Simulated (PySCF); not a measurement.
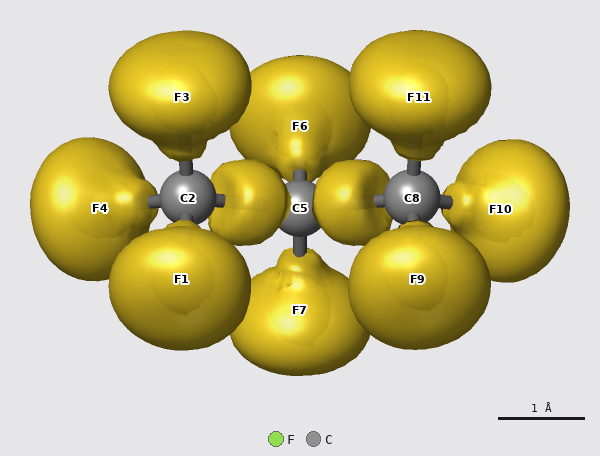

Figure 1: C3F8 (perfluoropropane). Isosurface of the electron localisation function at 0.75 (yellow), seen from one side. Core shells and regions of very low density are left out.

Geometry: PBE0-D3(BJ)/def2-TZVP.

Method: PySCF, PBE0/pcSseg-2, SCF density, gas phase, non-relativistic.

```tsv
atom	x (Å)	y (Å)	z (Å)
F	1.1747	1.1478	-1.1843
C	1.2953	0.2621	-0.2056
F	1.5567	0.9007	0.9258
F	2.3069	-0.5482	-0.4837
C	0.0022	-0.5851	-0.0725
F	0.1950	-1.4850	0.8979
F	-0.1941	-1.2220	-1.2322
C	-1.2877	0.2096	0.2614
F	-1.5438	1.1038	-0.6829
F	-2.3030	-0.6394	0.3341
F	-1.1660	0.8318	1.4253
```

### What do the ELF domains correspond to?

The surface consists of two regions between bonded C–C atoms (shared pairs) and eight regions on F in which the atom's valence shell and bonds are merged. Profiles from the grid: C–F (1.33 Å): the ELF peaks at about 0.85 between the atoms (a shared but strongly polarised pair). C–C (1.55 Å): the ELF peaks at about 1 between the atoms: localised, covalent bonding.
